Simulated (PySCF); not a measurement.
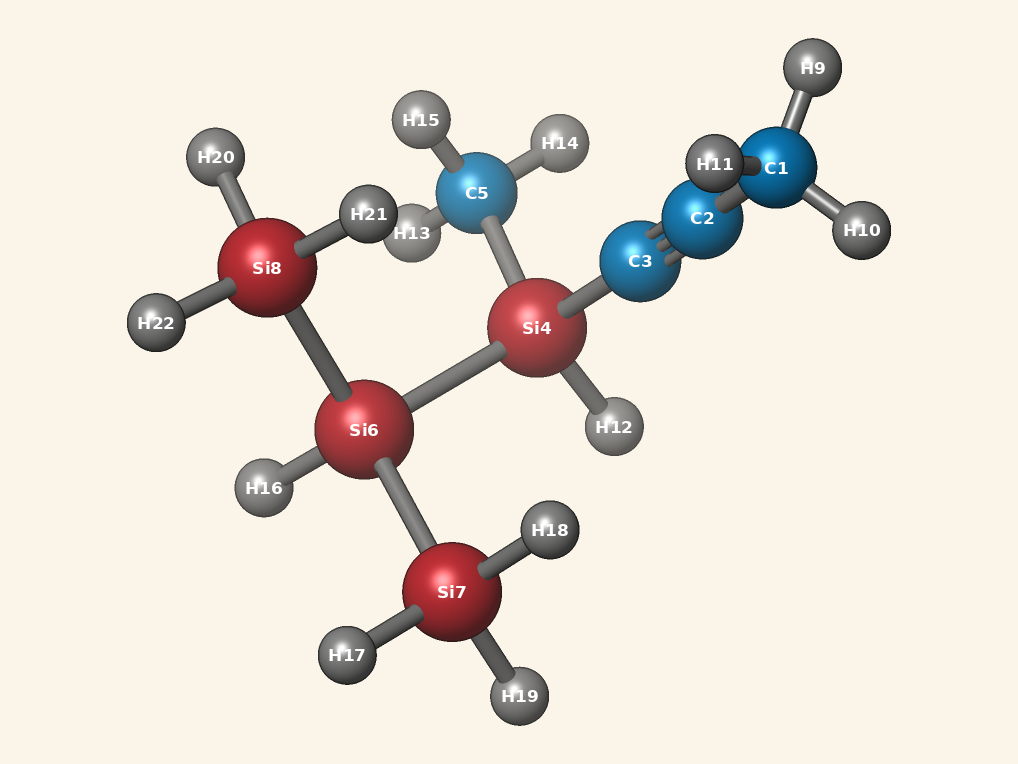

Distant atoms are faded towards the background colour. The geometry was computed by an optimisation with PBE0-D3(BJ)/def2-SVP. No frequency run is at hand to confirm it as a minimum.

**Which atoms or bonds are stereogenic?**

Centres: Si4.

**Assign CIP descriptors.**

Si4: S (priorities Si6 > C3 > C5 > H12).

**Write the isomeric SMILES.**

CC#C[Si@H](C)[SiH]([SiH3])[SiH3]
